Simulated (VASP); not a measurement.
Band structure of TiAl3 (space group Pm-3m). These are LDA (Ceperley-Alder, Perdew-Zunger), VASP's LDA PAW potentials (set 64) (plane waves; VASP 6.6.1) values and carry that method's errors.

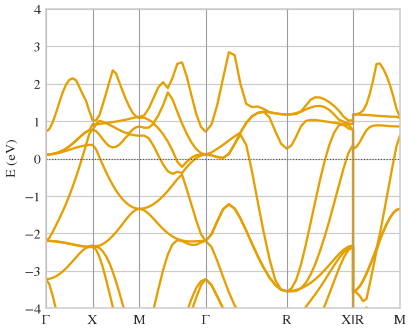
*Bands along high-symmetry lines, zero at the valence-band maximum or, without a gap, the Fermi level*

Question: Read the plot: is there a gap, and where are the band edges?

Answer: It has no gap at this level: it comes out as a metal or semimetal. (Edges off the drawn lines would not show.)

The structure comes from a computed database's TiAl3 entry (Pm-3m); how it stands against other phases isn't given here. It was relaxed first. The electron count is odd and the run is not spin-polarised, which forces a metal.
